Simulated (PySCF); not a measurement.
C₄H₁₂Cl₂Ga₂, singlet at its GFN2-xTB optimised geometry (Å):

```
20

Ga    -1.2401     2.1285     2.2421
Ga     0.0142    -0.0938     0.0000
Cl    -0.6125    -0.1145     2.2430
C      0.2346     3.1059     3.2340
H      0.1766     4.1858     3.0741
H      1.2139     2.7642     2.8852
H      0.1778     2.9266     4.3108
C     -3.2683     2.1263     2.2359
H     -3.6685     3.1088     1.9724
H     -3.6708     1.8562     3.2157
H     -3.6416     1.4020     1.5055
Cl    -0.6096     2.1502     0.0000
C      2.0424    -0.0938     0.0000
H      2.4418     0.1818    -0.9795
H      2.4421    -1.0785     0.2560
H      2.4189     0.6255     0.7336
C     -1.4642    -1.0716    -0.9862
H     -1.4059    -0.9021    -2.0645
H     -2.4421    -0.7225    -0.6411
H     -1.4112    -2.1502    -0.8167
```

Calculation: CAM-B3LYP/def2-SVP (PySCF 2.14.0).

Map of the deformation density (molecule minus spherical neutral atoms) (e/bohr³) on the plane z = 0.6 Å:

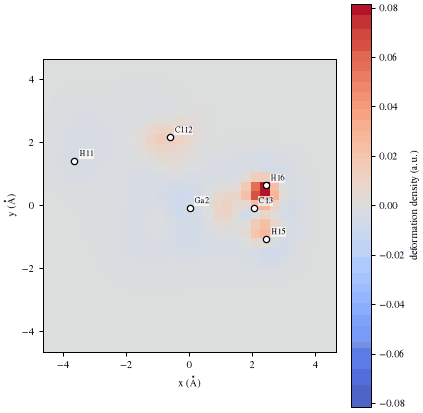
Figure: Deformation density (molecule minus spherical neutral atoms) (e/bohr³) on the plane z = 0.6 Å.
